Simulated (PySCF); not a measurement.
# C2H7NO2Si: NMR shifts at several levels of theory, part 2 of 2

PySCF 2.14.0. Atoms count from 0.

**8. Nuclear shieldings: CAM-B3LYP/pcSseg-1**

What the job is given:

```
{"job": {"kind": "nmr", "xc": "CAM-B3LYP", "basis": "pcSseg-1", "pop": false}, "charge": 0, "multiplicity": 1}
N      1.696649    -0.049374     0.524567
Si     0.507371    -0.055131    -0.684298
O     -0.372522    -1.484427    -0.681800
C     -1.747565    -1.206921    -0.831674
C     -1.990011     0.188956    -0.240703
O     -0.826239     0.947682    -0.481213
H      2.641763     0.262816     0.347151
H      1.540476    -0.327873     1.484611
H      1.200110     0.276482    -1.952707
H     -2.341686    -1.978672    -0.316298
H     -2.024745    -1.227316    -1.903170
H     -2.861985     0.680221    -0.701953
H     -2.179499     0.120959     0.847892
```

With the program's defaults for keys left out, this is: GIAO CAM-B3LYP/pcSseg-1 NMR shielding, non-relativistic, gas phase.

Output:

```text
coarse grid: 11376 points
cycle   1  E = -574.8419755876  dE =  9.553e-01  |g| = 9.740e-01  |ddm| = 3.186e+00
cycle   2  E = -574.7525586946  dE =  8.942e-02  |g| = 1.236e+00  |ddm| = 1.420e+00
cycle   3  E = -575.0106666990  dE = -2.581e-01  |g| = 6.541e-02  |ddm| = 8.309e-01
cycle   4  E = -575.0112015779  dE = -5.349e-04  |g| = 3.951e-02  |ddm| = 5.645e-02
cycle   5  E = -575.0114959447  dE = -2.944e-04  |g| = 7.961e-03  |ddm| = 2.660e-02
cycle   6  E = -575.0115085787  dE = -1.263e-05  |g| = 9.682e-04  |ddm| = 6.086e-03
cycle   7  E = -575.0115088103  dE = -2.316e-07  |g| = 4.339e-04  |ddm| = 1.390e-03
final grid: 105360 points
cycle   8  E = -575.0732976181  dE = -2.004e-05  |g| = 4.422e-03  |ddm| = 9.734e-03
cycle   9  E = -575.0732966098  dE =  1.008e-06  |g| = 5.145e-03  |ddm| = 5.117e-03
cycle  10  E = -575.0733014334  dE = -4.824e-06  |g| = 4.560e-04  |ddm| = 2.766e-03
cycle  11  E = -575.0733014697  dE = -3.630e-08  |g| = 1.513e-04  |ddm| = 4.117e-04
cycle  12  E = -575.0733014745  dE = -4.801e-09  |g| = 3.463e-05  |ddm| = 1.473e-04
cycle  13  E = -575.0733014747  dE = -2.125e-10  |g| = 1.143e-05  |ddm| = 3.308e-05
converged SCF energy = -575.0733014747

GIAO shielding tensors (ppm)
atom      isotropic    diamagn.    paramagn.     s11        s22        s33       span
  0 N      231.979     319.788     -87.810    204.544    212.481    278.911     74.367
  1 Si     368.184     880.547    -512.364    330.455    379.119    394.977     64.522
  2 O      286.635     398.669    -112.034    235.159    288.089    336.656    101.498
  3 C      115.250     242.878    -127.628     84.830    106.000    154.921     70.091
  4 C      116.089     242.849    -126.761     89.383    104.678    154.205     64.823
  5 O      282.771     399.593    -116.821    225.702    280.804    341.808    116.106
  6 H       30.102      30.317      -0.215     24.019     25.430     40.855     16.836
  7 H       30.415      32.189      -1.774     23.284     26.320     41.640     18.356
  8 H       26.996      29.866      -2.870     23.081     24.608     33.298     10.217
  9 H       27.465      27.817      -0.352     23.760     25.677     32.959      9.199
 10 H       27.508      28.043      -0.535     22.635     25.649     34.240     11.605
 11 H       27.531      27.623      -0.092     23.842     25.645     33.106      9.264
 12 H       27.462      30.023      -2.561     22.891     25.552     33.943     11.052
```

It took 15 s on 1 thread of Arm Neoverse V2, shared host; peak memory 0.79 GiB.

This run: δ C3 66.8, N0 35.3, Si1 -24.8, O2 53.9, H8 4.33, H9 3.86 ppm (means over like atoms).

**9. Shielding tensors: wB97X-D/pcSseg-1**

Settings changed since step 8:

```diff
@@ -1,2 +1,2 @@
-{"job": {"kind": "nmr", "xc": "CAM-B3LYP", "basis": "pcSseg-1", "pop": false}, "charge": 0, "multiplicity": 1}
+{"job": {"kind": "nmr", "xc": "wB97X-D", "basis": "pcSseg-1", "pop": false}, "charge": 0, "multiplicity": 1}
 N      1.696649    -0.049374     0.524567
```

Level: GIAO wB97X-D/pcSseg-1 NMR shielding, non-relativistic, gas phase.

Output:

```text
coarse grid: 11376 points
cycle   1  E = -574.8523317108  dE =  9.741e-01  |g| = 9.622e-01  |ddm| = 3.173e+00
cycle   2  E = -574.8120769800  dE =  4.025e-02  |g| = 1.116e+00  |ddm| = 1.267e+00
cycle   3  E = -575.0210269873  dE = -2.090e-01  |g| = 5.914e-02  |ddm| = 6.866e-01
cycle   4  E = -575.0215825788  dE = -5.556e-04  |g| = 3.502e-02  |ddm| = 5.965e-02
cycle   5  E = -575.0218205900  dE = -2.380e-04  |g| = 7.261e-03  |ddm| = 2.559e-02
cycle   6  E = -575.0218324334  dE = -1.184e-05  |g| = 9.201e-04  |ddm| = 7.355e-03
cycle   7  E = -575.0218327410  dE = -3.076e-07  |g| = 3.282e-04  |ddm| = 1.934e-03
final grid: 105360 points
cycle   8  E = -575.0769189850  dE = -1.264e-04  |g| = 6.525e-03  |ddm| = 3.202e-02
cycle   9  E = -575.0769203746  dE = -1.390e-06  |g| = 6.495e-03  |ddm| = 8.030e-03
cycle  10  E = -575.0769282938  dE = -7.919e-06  |g| = 5.182e-04  |ddm| = 3.601e-03
cycle  11  E = -575.0769283617  dE = -6.791e-08  |g| = 3.272e-04  |ddm| = 9.094e-04
cycle  12  E = -575.0769283804  dE = -1.866e-08  |g| = 8.498e-05  |ddm| = 3.433e-04
cycle  13  E = -575.0769283820  dE = -1.631e-09  |g| = 1.798e-05  |ddm| = 9.079e-05
cycle  14  E = -575.0769283822  dE = -1.523e-10  |g| = 3.561e-06  |ddm| = 4.931e-05
converged SCF energy = -575.0769283822

GIAO shielding tensors (ppm)
atom      isotropic    diamagn.    paramagn.     s11        s22        s33       span
  0 N      232.047     320.805     -88.758    206.342    212.955    276.844     70.502
  1 Si     374.598     880.747    -506.150    337.583    385.276    400.934     63.352
  2 O      288.143     398.235    -110.092    238.608    287.892    337.928     99.321
  3 C      118.178     243.365    -125.187     87.976    109.188    157.369     69.393
  4 C      119.012     243.389    -124.377     92.431    107.890    156.715     64.284
  5 O      284.390     399.222    -114.832    229.288    281.252    342.631    113.343
  6 H       30.134      30.320      -0.186     24.025     25.483     40.893     16.868
  7 H       30.424      32.262      -1.838     23.281     26.377     41.615     18.334
  8 H       27.021      29.871      -2.850     23.108     24.639     33.316     10.209
  9 H       27.565      27.851      -0.286     23.814     25.727     33.154      9.340
 10 H       27.609      28.105      -0.496     22.738     25.705     34.383     11.645
 11 H       27.630      27.714      -0.084     23.887     25.701     33.302      9.415
 12 H       27.570      30.052      -2.482     23.002     25.615     34.092     11.090
```

It took 15 s on 1 thread of Arm Neoverse V2, shared host; peak memory 0.79 GiB.

Key values: δ C3 65.9, N0 31.9, Si1 -21.7, O2 46.9, H8 4.36, H9 3.81 ppm (means over like atoms).

**10. NMR shieldings: LC-wPBE/pcSseg-1**

Settings changed since step 9:

```diff
@@ -1,2 +1,2 @@
-{"job": {"kind": "nmr", "xc": "wB97X-D", "basis": "pcSseg-1", "pop": false}, "charge": 0, "multiplicity": 1}
+{"job": {"kind": "nmr", "xc": "LC-wPBE", "basis": "pcSseg-1", "pop": false}, "charge": 0, "multiplicity": 1}
 N      1.696649    -0.049374     0.524567
```

Method: GIAO LC-wPBE/pcSseg-1 NMR shielding, non-relativistic, gas phase.

Output:

```text
coarse grid: 11376 points
cycle   1  E = -574.6845195035  dE =  1.047e+00  |g| = 9.618e-01  |ddm| = 3.159e+00
cycle   2  E = -574.6841480940  dE =  3.714e-04  |g| = 1.028e+00  |ddm| = 1.124e+00
cycle   3  E = -574.8548575869  dE = -1.707e-01  |g| = 5.768e-02  |ddm| = 5.850e-01
cycle   4  E = -574.8555479805  dE = -6.904e-04  |g| = 3.149e-02  |ddm| = 6.435e-02
cycle   5  E = -574.8557455929  dE = -1.976e-04  |g| = 8.061e-03  |ddm| = 2.639e-02
cycle   6  E = -574.8557602017  dE = -1.461e-05  |g| = 1.054e-03  |ddm| = 7.928e-03
cycle   7  E = -574.8557606676  dE = -4.659e-07  |g| = 3.159e-04  |ddm| = 2.408e-03
final grid: 105360 points
cycle   8  E = -574.9221976690  dE = -3.728e-05  |g| = 7.454e-03  |ddm| = 1.839e-02
cycle   9  E = -574.9221992620  dE = -1.593e-06  |g| = 6.917e-03  |ddm| = 6.782e-03
cycle  10  E = -574.9222072575  dE = -7.995e-06  |g| = 7.569e-04  |ddm| = 3.546e-03
cycle  11  E = -574.9222073445  dE = -8.704e-08  |g| = 2.070e-04  |ddm| = 5.573e-04
cycle  12  E = -574.9222073573  dE = -1.277e-08  |g| = 8.572e-05  |ddm| = 2.817e-04
cycle  13  E = -574.9222073591  dE = -1.827e-09  |g| = 1.629e-05  |ddm| = 8.670e-05
cycle  14  E = -574.9222073593  dE = -1.338e-10  |g| = 7.538e-06  |ddm| = 3.632e-05
converged SCF energy = -574.9222073593

GIAO shielding tensors (ppm)
atom      isotropic    diamagn.    paramagn.     s11        s22        s33       span
  0 N      235.694     320.551     -84.857    211.477    216.970    278.635     67.157
  1 Si     373.423     880.931    -507.508    335.864    383.814    400.592     64.727
  2 O      297.780     397.826    -100.045    249.716    296.068    347.557     97.841
  3 C      123.331     243.299    -119.968     92.659    114.318    163.016     70.356
  4 C      124.164     243.380    -119.215     96.946    113.139    162.408     65.462
  5 O      293.929     398.757    -104.828    240.807    289.626    351.354    110.547
  6 H       30.106      30.301      -0.194     23.894     25.384     41.042     17.148
  7 H       30.383      32.204      -1.820     23.168     26.308     41.674     18.505
  8 H       27.010      29.804      -2.794     23.112     24.643     33.274     10.162
  9 H       27.537      27.874      -0.337     23.679     25.631     33.301      9.622
 10 H       27.573      28.172      -0.600     22.666     25.640     34.412     11.746
 11 H       27.599      27.795      -0.197     23.734     25.608     33.454      9.720
 12 H       27.533      30.023      -2.490     22.926     25.564     34.110     11.183
```

It took 19 s on 1 thread of Arm Neoverse V2, shared host; peak memory 0.79 GiB.

This run: δ C3 64.8, N0 32.0, Si1 -14.9, O2 42.9, H8 4.32, H9 3.79 ppm (means over like atoms).

**11. NMR shieldings: PBE0/STO-3G**

Settings changed since step 10:

```diff
@@ -1,2 +1,2 @@
-{"job": {"kind": "nmr", "xc": "LC-wPBE", "basis": "pcSseg-1", "pop": false}, "charge": 0, "multiplicity": 1}
+{"job": {"kind": "nmr", "xc": "PBE0", "basis": "STO-3G", "pop": true}, "charge": 0, "multiplicity": 1}
 N      1.696649    -0.049374     0.524567
```

With the program's defaults for keys left out, this is: GIAO PBE0/STO-3G NMR shielding, non-relativistic, gas phase.

Output:

```text
coarse grid: 11376 points
cycle   1  E = -567.4888499406  dE =  1.020e+00  |g| = 7.853e-01  |ddm| = 4.574e+00
cycle   2  E = -567.5003169194  dE = -1.147e-02  |g| = 8.181e-01  |ddm| = 2.269e+00
cycle   3  E = -567.6997809059  dE = -1.995e-01  |g| = 6.125e-02  |ddm| = 1.166e+00
cycle   4  E = -567.7007581493  dE = -9.772e-04  |g| = 2.358e-02  |ddm| = 1.116e-01
cycle   5  E = -567.7009254565  dE = -1.673e-04  |g| = 3.852e-03  |ddm| = 3.843e-02
cycle   6  E = -567.7009305336  dE = -5.077e-06  |g| = 5.513e-04  |ddm| = 6.806e-03
final grid: 105360 points
cycle   7  E = -567.6560423915  dE = -4.154e-06  |g| = 6.122e-03  |ddm| = 1.749e-02
cycle   8  E = -567.6560410000  dE =  1.392e-06  |g| = 6.478e-03  |ddm| = 1.710e-02
cycle   9  E = -567.6560536165  dE = -1.262e-05  |g| = 1.258e-04  |ddm| = 8.968e-03
cycle  10  E = -567.6560536222  dE = -5.676e-09  |g| = 3.078e-05  |ddm| = 2.492e-04
cycle  11  E = -567.6560536225  dE = -3.067e-10  |g| = 1.118e-05  |ddm| = 6.410e-05
converged SCF energy = -567.6560536225

GIAO shielding tensors (ppm)
atom      isotropic    diamagn.    paramagn.     s11        s22        s33       span
  0 N      324.877     314.286      10.591    296.451    305.475    372.706     76.256
  1 Si     506.780     867.299    -360.519    424.900    521.186    574.255    149.355
  2 O      401.012     378.713      22.299    357.960    371.143    473.933    115.973
  3 C      180.615     246.370     -65.755    152.287    171.684    217.875     65.588
  4 C      181.103     247.150     -66.047    155.008    170.829    217.472     62.465
  5 O      401.055     378.910      22.146    352.995    381.915    468.256    115.260
  6 H       33.301      30.768       2.532     24.051     29.502     46.349     22.298
  7 H       33.445      31.253       2.193     23.689     30.468     46.178     22.489
  8 H       29.836      31.659      -1.824     24.983     27.121     37.403     12.420
  9 H       30.679      29.153       1.525     26.258     27.405     38.372     12.114
 10 H       31.083      29.468       1.616     26.065     27.801     39.384     13.319
 11 H       30.733      29.224       1.509     26.189     27.489     38.520     12.331
 12 H       31.118      31.578      -0.461     26.531     27.725     39.097     12.566
```

Run time: 2.8 s. Hardware: 1 thread of Arm Neoverse V2, shared host; peak memory 0.44 GiB.

In short: δ C3 53.8, N0 -30.2, Si1 10.8, O2 -59.3, H8 2.77, H9 1.71 ppm (means over like atoms).

**12. NMR shieldings: PBE0/6-31G**

Settings changed since step 11:

```diff
@@ -1,2 +1,2 @@
-{"job": {"kind": "nmr", "xc": "PBE0", "basis": "STO-3G", "pop": true}, "charge": 0, "multiplicity": 1}
+{"job": {"kind": "nmr", "xc": "PBE0", "basis": "6-31G", "pop": true}, "charge": 0, "multiplicity": 1}
 N      1.696649    -0.049374     0.524567
```

Method: GIAO PBE0/6-31G NMR shielding, non-relativistic, gas phase.

Output:

```text
coarse grid: 11376 points
cycle   1  E = -574.4926649900  dE =  1.026e+00  |g| = 8.947e-01  |ddm| = 3.378e+00
cycle   2  E = -574.2999587284  dE =  1.927e-01  |g| = 1.348e+00  |ddm| = 2.176e+00
cycle   3  E = -574.6550786085  dE = -3.551e-01  |g| = 7.385e-02  |ddm| = 1.367e+00
cycle   4  E = -574.6558388805  dE = -7.603e-04  |g| = 4.625e-02  |ddm| = 9.531e-02
cycle   5  E = -574.6562995330  dE = -4.607e-04  |g| = 6.522e-03  |ddm| = 3.966e-02
cycle   6  E = -574.6563106893  dE = -1.116e-05  |g| = 1.547e-03  |ddm| = 9.328e-03
cycle   7  E = -574.6563113281  dE = -6.388e-07  |g| = 3.162e-04  |ddm| = 2.068e-03
final grid: 105360 points
cycle   8  E = -574.5953233739  dE = -3.539e-06  |g| = 1.061e-02  |ddm| = 1.648e-02
cycle   9  E = -574.5952955966  dE =  2.778e-05  |g| = 1.597e-02  |ddm| = 2.028e-02
cycle  10  E = -574.5953466933  dE = -5.110e-05  |g| = 9.676e-04  |ddm| = 1.268e-02
cycle  11  E = -574.5953469270  dE = -2.337e-07  |g| = 5.780e-05  |ddm| = 1.062e-03
cycle  12  E = -574.5953469280  dE = -1.001e-09  |g| = 3.317e-05  |ddm| = 1.494e-04
cycle  13  E = -574.5953469283  dE = -2.379e-10  |g| = 1.724e-05  |ddm| = 5.312e-05
converged SCF energy = -574.5953469283

GIAO shielding tensors (ppm)
atom      isotropic    diamagn.    paramagn.     s11        s22        s33       span
  0 N      241.429     326.410     -84.980    218.981    224.913    280.394     61.413
  1 Si     431.334     877.641    -446.307    392.099    438.509    463.394     71.294
  2 O      303.743     399.180     -95.437    263.350    300.772    347.107     83.757
  3 C      138.592     240.178    -101.586    111.086    130.256    174.433     63.347
  4 C      139.624     240.058    -100.434    115.947    129.084    173.841     57.893
  5 O      300.083     398.480     -98.398    252.826    295.807    351.615     98.789
  6 H       31.839      30.363       1.476     25.105     27.066     43.346     18.241
  7 H       32.115      30.826       1.289     24.114     27.749     44.483     20.368
  8 H       27.540      29.443      -1.903     22.744     24.681     35.195     12.451
  9 H       28.558      28.020       0.537     24.404     26.499     34.770     10.366
 10 H       28.785      28.474       0.312     23.375     26.543     36.437     13.062
 11 H       28.614      28.625      -0.011     24.373     26.500     34.968     10.595
 12 H       28.682      27.877       0.805     23.542     26.461     36.044     12.502
```

It took 5.8 s on 1 thread of Arm Neoverse V2, shared host; peak memory 0.48 GiB.

In short: δ C3 60.4, N0 19.3, Si1 13.4, O2 16.6, H8 5.07, H9 3.99 ppm (means over like atoms).

**13. Side by side: NMR shifts**

Shifts (ppm) of some atoms, chosen among heavy atoms and hydrogens apart, means over like atoms, with basis size and wall time:

```
               run    C3    H8    H9   H10     N0    Si1     O2  functions   time
     PBE0/pcSseg-1  66.2  4.45  3.86  3.80   34.4  -22.3   53.7        144   12 s
 mPW1PW91/pcSseg-1  66.3  4.41  3.85  3.79   33.5  -23.2   52.6        144   12 s
     WP04/pcSseg-1  68.4  3.81  3.69  3.65   24.4  -39.0   44.6        144   12 s
    B97-2/pcSseg-1  66.0  4.35  3.84  3.79   31.4  -25.6   50.8        144   12 s
BHandHLYP/pcSseg-1  64.5  4.13  3.76  3.70   30.7  -29.2   43.8        144   11 s
CAM-B3LYP/pcSseg-1  66.8  4.33  3.86  3.81   35.3  -24.8   53.9        144   15 s
  wB97X-D/pcSseg-1  65.9  4.36  3.81  3.76   31.9  -21.7   46.9        144   15 s
  LC-wPBE/pcSseg-1  64.8  4.32  3.79  3.74   32.0  -14.9   42.9        144   19 s
       PBE0/STO-3G  53.8  2.77  1.71  1.70  -30.2   10.8  -59.3         41  2.8 s
        PBE0/6-31G  60.4  5.07  3.99  3.91   19.3   13.4   16.6         72  5.8 s
```

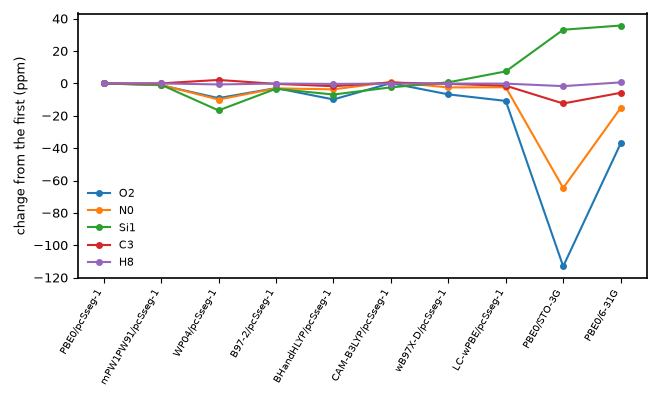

How five of the tabulated atoms move from run to run.

**14. Results**

This closing draws on all 2 parts.

| quantity | value |
| --- | --- |
| point group | C1 |
| rotational constants (main isotopes) | 5.71, 2.54, 2.06 GHz |
| 13C shifts against TMS (PBE0/pcSseg-1, means over atoms taken as alike) | 66.2 ppm |
| 1H shifts against TMS (PBE0/pcSseg-1, means over atoms taken as alike) | 4.45, 3.86, 3.80, 1.10 ppm |
| 15N shifts against NH3 (PBE0/pcSseg-1) | 34.4 ppm |
| 29Si shifts against TMS (PBE0/pcSseg-1) | -22.3 ppm |
| 17O shifts against H2O (PBE0/pcSseg-1, means over atoms taken as alike) | 53.7 ppm |
| range of the shift of O2 | -59.3 to 53.9 ppm |
| property runs in this session | 10, of which 0 failed and 1 gave unsound results |

What this shows: Single values in the summary come from the first run of each kind that ended normally (PBE0/pcSseg-1), which need not be the best level. Over 17 steps the energy fell by 0.402 eV; of the close pairs, O2–C3 changed most, 1.346 to 1.411 Å. No frequency check was run at this level, so the end point may be a saddle. At PBE0/pcSseg-1: The largest span, 110 ppm, is at O2, O5, where the paramagnetic term is -117 ppm. Across the 10 runs the shift of O2 (with its like atoms) moves most, between -59.3 (PBE0/STO-3G) and 53.9 ppm (CAM-B3LYP/pcSseg-1). A minimal basis is unusable for shieldings, so that end is no result.
